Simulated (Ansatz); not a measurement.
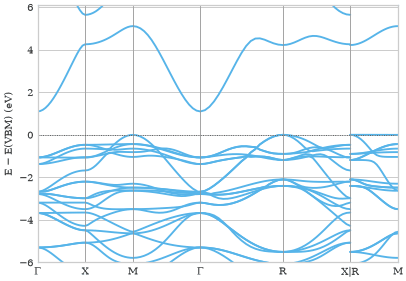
Figure. Band structure from LDA (plane waves, PAW; program Ansatz)

The gap is 1.10 eV; an edge lies off the plotted path or next to a special point (maximum on the R–X line, 1 % of the way from R, minimum at Γ).

The material is ZnAgF3 (cubic perovskite, Pm-3m).

The workflow started from an entry of the Crystallography Open Database (COD). Whether it is the stable phase at ambient conditions was not checked. Symmetry was held in the LDA relaxation; whether a distortion lowers the energy is not shown. No spin polarisation was allowed. Scalar-relativistic: spin–orbit coupling is off unless named, which matters more the heavier the elements.

Potentials: the later of the program's two PAW sets.
